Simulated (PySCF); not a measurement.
**C2H10N2OSi2: density, localisation and related maps**

```yaml
atoms:
  - { symbol: C, position_ang: [-1.8237, -0.6400, -0.7783] }
  - { symbol: C, position_ang: [-0.6457, 0.3231, -0.7386] }
  - { symbol: Si, position_ang: [-0.6966, 1.8285, 0.4548] }
  - { symbol: O, position_ang: [0.7249, 1.3013, 1.1078] }
  - { symbol: Si, position_ang: [0.9309, -0.1367, 0.2609] }
  - { symbol: N, position_ang: [0.7792, -1.6022, 1.1455] }
  - { symbol: N, position_ang: [2.5312, -0.1170, -0.3613] }
  - { symbol: H, position_ang: [-2.6797, -0.1837, -1.2753] }
  - { symbol: H, position_ang: [-1.5605, -1.5499, -1.3164] }
  - { symbol: H, position_ang: [-2.1300, -0.9210, 0.2268] }
  - { symbol: H, position_ang: [-0.4132, 0.6194, -1.7638] }
  - { symbol: H, position_ang: [-0.4882, 3.1439, -0.1336] }
  - { symbol: H, position_ang: [-1.7397, 1.7758, 1.4712] }
  - { symbol: H, position_ang: [1.5775, -1.8877, 1.6880] }
  - { symbol: H, position_ang: [-0.0623, -1.7358, 1.6814] }
  - { symbol: H, position_ang: [2.8426, -0.9295, -0.8638] }
  - { symbol: H, position_ang: [2.8462, 0.7236, -0.8152] }
```

Geometry: GFN2-xTB.

Theory: wB97X-D/def2-SVPD, SCF density, gas phase in PySCF 2.14.0.

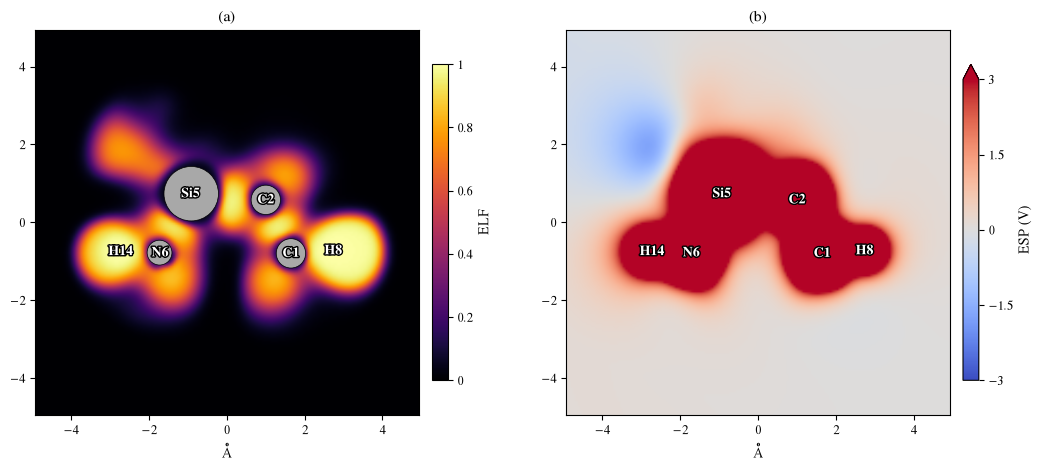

Figure 1. (a) ELF; (b) molecular electrostatic potential on the plane of atoms Si5, N6 and H14. Grey discs cover the atomic cores in the ELF map.

Q: Describe what can be read from this map.

A:
- Atoms in the plane: C, Si, N and H.
- C–C (1.52 Å): the ELF peaks at about 0.95 between the atoms (a covalent bond).
- Si–N (1.72 Å): the ELF peaks at about 0.95 between the atoms: a polar covalent bond.
- C–Si (1.92 Å): the ELF peaks at about 0.95 between the atoms (a covalent bond).
- N–H (1.01 Å): the ELF climbs to about 1 towards the hydrogen, as it does in any bond to H (a covalent bond by its length).
- C–H (1.09 Å): the ELF climbs to about 1 towards the hydrogen; an ordinary covalent bond to hydrogen.
- Outside the dense part of the molecule the potential is most negative (−1.7 V) near N7, which lies off the plane.

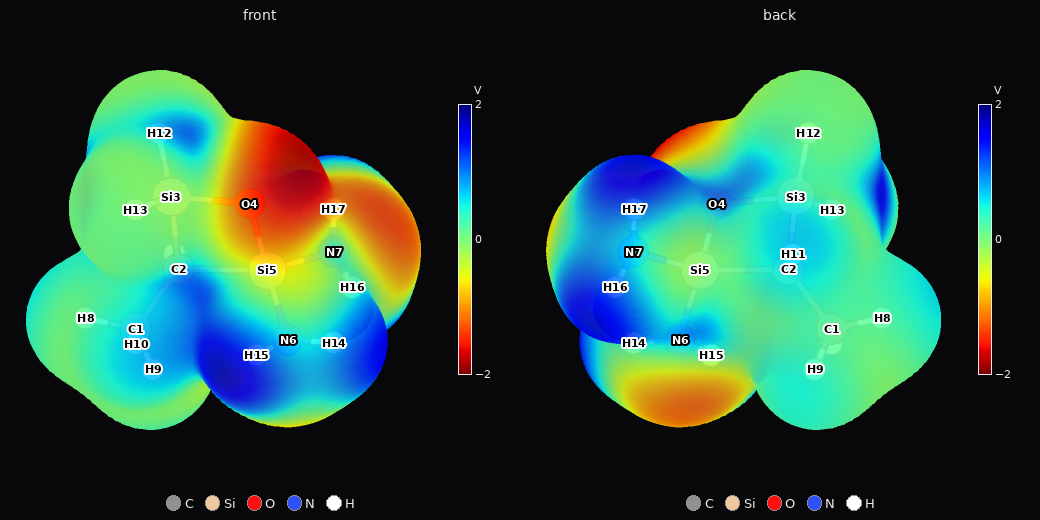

Figure 2. The molecular electrostatic potential painted on the density surface at 0.002 e/bohr³, seen from the front and from behind; the colour scale runs from red (negative) to blue (positive).

Q: Which sites attract a positive test charge, and which a negative one?

A: A positive charge is drawn to the negative regions and a negative charge to the positive ones. The most negative region (about −1.8 V) lies over O4, the most positive (about +1.7 V) over H15, H16 and H17. O4 is the likeliest acceptor of a hydrogen bond.

Q: What dipole moment does the calculation give?

A: Its dipole moment is 1.57 D.
